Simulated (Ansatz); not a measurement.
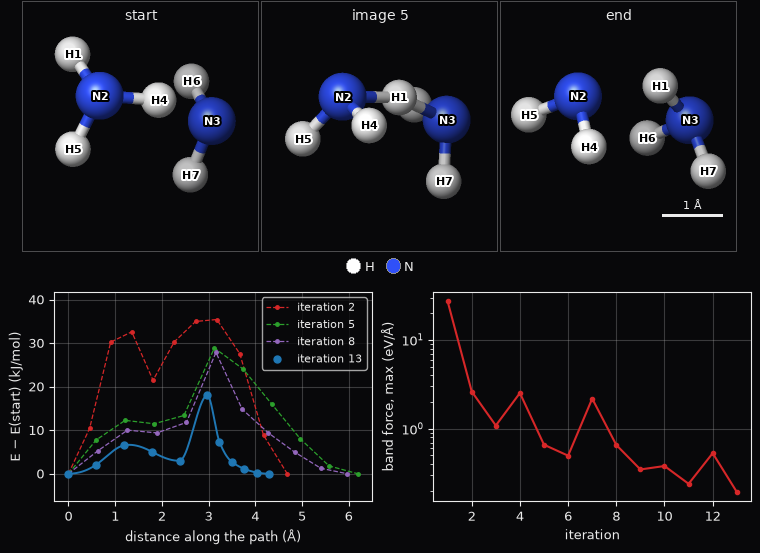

A nudged-elastic-band calculation for N$_{2}$H$_{5}$ (multiplicity 2). Images are numbered from 0 (start) to 10 (end). The plot follows the band through its iterations. A ball-and-stick model, seen from a free direction.

Level of theory: Ansatz 0.2.0, UKS BLYP-D4/def2-SVP. Run with 9 movable images; climbing image; force threshold 0.2 eV/Å; iteration limit 60; starting path through a guess of the saddle point.

**Did the band converge, and can the barrier be trusted?**

The run is converged, with reservations. The band converged in 13 iterations. The largest component of the band force went from 27 to 0.19 eV/Å. The climbing image converged on the top of the path. Its curvatures weren't checked. The force threshold is loose. The first iteration put the highest image at 655.8 kJ/mol. The two ends have the same energy, and the highest point, image 5, lies 18.0 kJ/mol above the start. The profile has 2 maxima (images 2, 5) with a dip at image 4 (+3.0 kJ/mol), so the process runs in steps.

The run took of the order of 3 core-minutes on a shared host.
